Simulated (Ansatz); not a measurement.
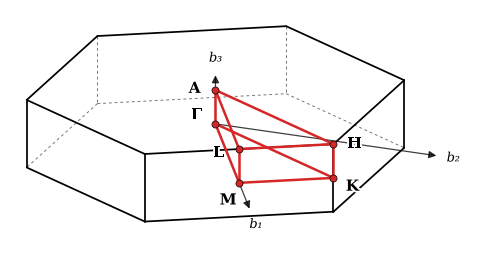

Crystal: WSe₂, the input geometry of an electronic-structure calculation (not necessarily at equilibrium). The figure shows the first Brillouin zone with its special points and a band path. Symmetry computed with spglib at a tolerance of 0.002 Å; standard conventional cell.

Labels and path follow the convention of Hinuma et al. (2017), as computed by seekpath; the arrows show the directions of the reciprocal primitive vectors b₁, b₂, b₃.

**Name the Bravais lattice of the crystal.**

A primitive hexagonal lattice (hP; extended symbol hP2). The zone is a hexagonal prism in its combinatorial type: 8 faces (6 with 4 edges, 2 with 6 edges), 18 edges, 12 vertices.

**In which order does the conventional band path visit the special points?**

Γ–M–K–Γ–A–L–H–A | L–M | H–K
